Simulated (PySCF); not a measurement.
# CH$_{6}$Ge, SMILES `C[GeH3]`: electronic structure

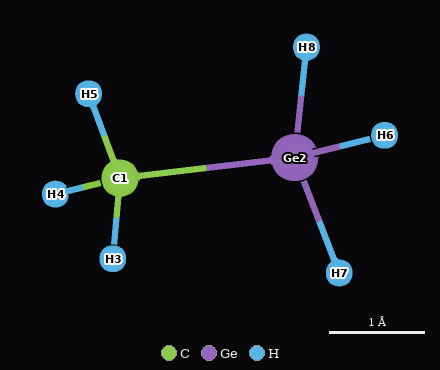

The molecule, with its atoms numbered as below. No frequency check shows the geometry to be a minimum.

Coordinates in Å:

```
C1      -1.5689    0.0002    0.0000
Ge2      0.3897   -0.0001   -0.0001
H3      -1.9547   -0.5836    0.8320
H4      -1.9546   -0.4284   -0.9220
H5      -1.9543    1.0130    0.0894
H6       0.9345    0.5884    1.2607
H7       0.9341   -1.3865   -0.1207
H8       0.9378    0.8007   -1.1355
```

### 1. Bonding charge

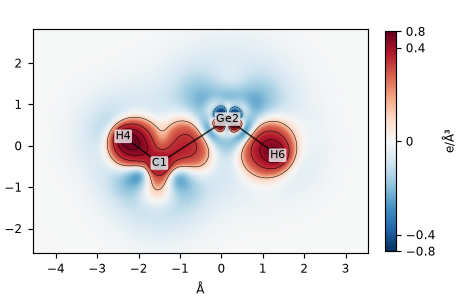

Deformation density (molecule less spherical, spin-averaged free atoms) in the plane of C1, Ge2, H4 and H6; colour scale in e/Å³, logarithmic beyond ±0.1; red: gain, blue: loss.

Level of theory: B3LYP/def2-SVPD (PySCF), at a geometry from GFN2-xTB.

**How much density has each bond in this plane gained at its critical point, relative to the free atoms?**

C1–H4: +0.65 e/Å³ at the bond critical point (bond length 1.09 Å). Ge2–H6: +0.25 e/Å³ at the bond critical point (bond length 1.49 Å). C1–Ge2: +0.18 e/Å³ at the bond critical point (bond length 1.96 Å). In all, 1.6 electrons gather in the regions of gain relative to the promolecule.

**Where do the Hirshfeld charges lie?**

The highest Hirshfeld charge is on Ge2 (+0.31 e), the lowest on C1 (−0.18 e).

```json
{"atom": "C1", "charge (e)": "−0.18"}
{"atom": "Ge2", "charge (e)": "+0.31"}
{"atom": "H3", "charge (e)": "+0.04"}
{"atom": "H4", "charge (e)": "+0.04"}
{"atom": "H5", "charge (e)": "+0.04"}
{"atom": "H6", "charge (e)": "−0.08"}
{"atom": "H7", "charge (e)": "−0.08"}
{"atom": "H8", "charge (e)": "−0.08"}
```

### 2. Local ionisation energy

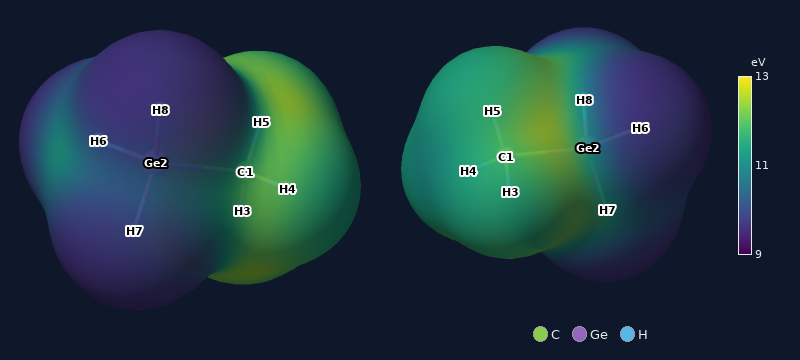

Average local ionisation energy on the surface of electron density 0.001 a.u. (back view left, front view right).

**Locate the minima of the map.**

The lowest value is 9.6 eV, 1.5 Å from H6, and at like points elsewhere. Further minima include 11.0 eV, near H3 (1.82 Å), H4 (1.89 Å), C1 (1.99 Å) and H5 (2.00 Å). For comparison, the highest occupied orbital lies at −8.8 eV.

### 3. In an electric field

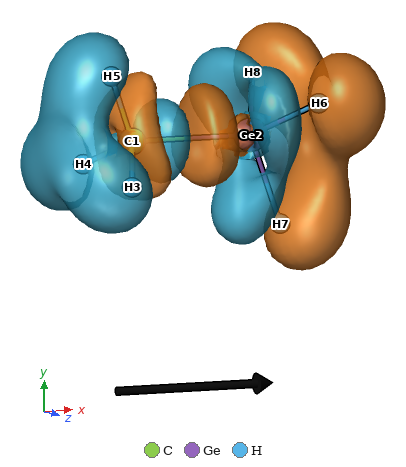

Change of the electron density in a uniform field of 0.21 V/Å along +x (arrow), surfaces at ±0.0015 e/Å³ (light blue: gain, orange: loss).

Method: B3LYP/def2-SVPD; geometry: GFN2-xTB; program: PySCF.

**What dipole is induced, and what polarisability does it imply?**

The induced dipole is 0.53 D (along the field); α along this axis, from the fields in both directions, is 52 bohr³ (7.7 Å³).

**Which atoms gain and lose the most charge?**

Electrons gather most on C1 (Hirshfeld charge changes by −0.006 e) and leave Ge2 most (+0.006 e); 0.044 electrons are displaced in all.

### 4. Removing or adding an electron

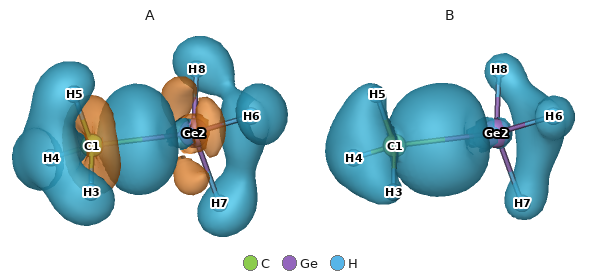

The Fukui function f⁻ from two separate SCF calculations and the density of the HOMO, at ±0.03 e/Å³ (light blue positive, orange negative).

PySCF calculation, B3LYP/def2-SVPD, gas phase; geometry: GFN2-xTB.

**Which panel is which, and how good is the frozen-orbital picture?**

A is f⁻ (it has negative regions), B the HOMO density. The HOMO lies on C1 (41 %) and Ge2 (32 %); f⁻ (Hirshfeld-condensed) is largest on Ge2 (0.25) and C1 (0.21); the vertical ionisation energy is 11.35 eV. Relaxation shifts 27 % of the electron between atoms. The orbital energy is −8.78 eV.

The PySCF runs shown took 7.8 s, 18 s and 2.4 min on 1 thread of Arm Neoverse V2 (shared host).
